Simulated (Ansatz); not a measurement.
## A computed series for Ge: response to strain

Take Ge in the diamond structure (space group Fd-3m, No. 227; a = 5.761 Å) as the base.

Strains are applied to the cell and any free atomic positions relax.

Calculations: PBE (Ansatz, a program for electronic structure; PAW; 420 eV plane waves; no spin-orbit coupling).

Notes on the quantities. energy relative to the base: free energy F.

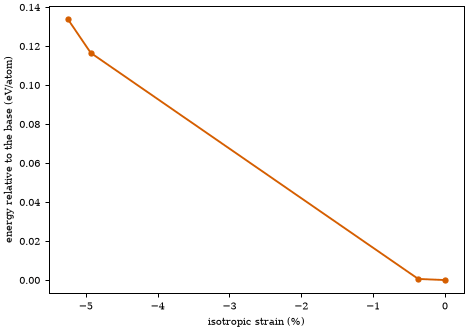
Figure. Energy relative to the base against isotropic strain

| isotropic strain (%) | energy relative to the base |
|---|---|
| -5.25 | +134 meV/atom |
| -4.93 | +117 meV/atom |
| -0.37 | +0.6 meV/atom |

Stability against distortions was not tested.
